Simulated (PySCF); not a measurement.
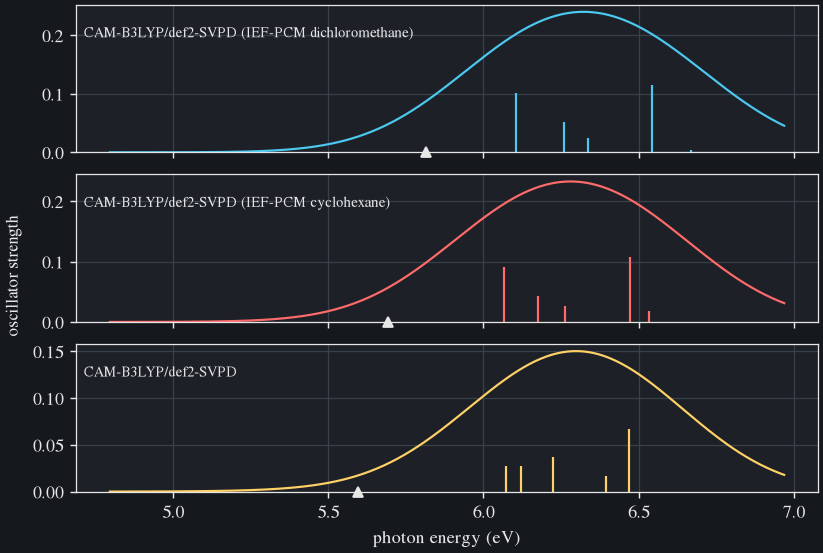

Vertical TDDFT spectra of C₄H₉NSi₂, SMILES [SiH3][SiH2]n1cccc1 at one geometry and several levels (PySCF, at a PBE0-D3(BJ)/def2-SVP geometry (no frequency check)); sticks with Gaussians of 1/e half-width 0.40 eV, the triangle marks S1, which has the same leading orbital pair at all these levels. Only the lowest states were computed, so the high end is incomplete.

Q: Order the levels by their S1 energy.

A: From lowest to highest: CAM-B3LYP/def2-SVPD 5.60 eV, CAM-B3LYP/def2-SVPD (IEF-PCM cyclohexane) 5.69 eV, CAM-B3LYP/def2-SVPD (IEF-PCM dichloromethane) 5.81 eV; a spread of 0.22 eV.

Caveats, for all or some of the runs: core orbitals are frozen in the response; one conformer of a flexible molecule.
